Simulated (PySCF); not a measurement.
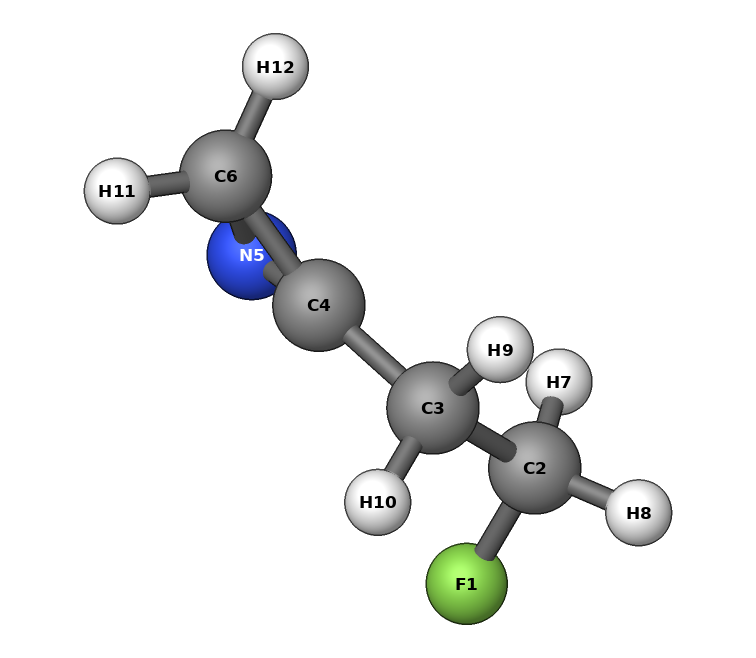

Geometry: a distorted geometry made from a computed GFN2-xTB structure, not a minimum. Method: GIAO PBE0/pcSseg-1 NMR shielding, non-relativistic, gas phase (PySCF 2.14.0). Principal shieldings σ11 ≤ σ22 ≤ σ33, span Ω = σ33 − σ11, skew κ = 3(σiso − σ22)/Ω.

Give the shielding tensors of the F atoms.

```csv
atom,σ11,σ22,σ33,σiso,Ω,κ
F1,361.4,395.6,464.7,407.2,103.2,0.34
```

Shieldings and span in ppm.
